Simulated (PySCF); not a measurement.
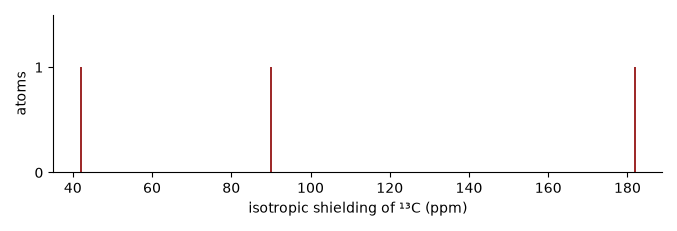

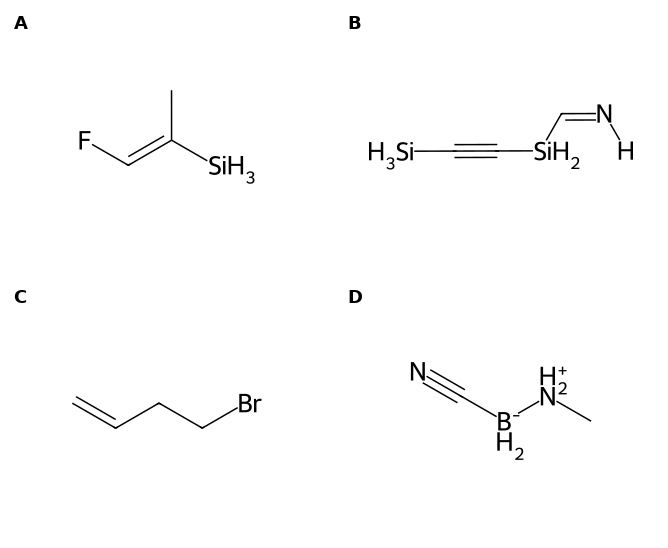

The sticks are computed shieldings of one of the molecules, for one fixed geometry (PBE0-D3(BJ)/def2-SVP) without averaging over rotations. Low shielding means a high chemical shift. Method: GIAO PBE0/def2-SVP NMR shielding, non-relativistic, gas phase (PySCF 2.14.0).

Question: Which molecule gives this pattern?

Answer: A, `C/C([SiH3])=C\F`. Its 3 C atoms give lines at 42.0, 89.9, 181.8 ppm.
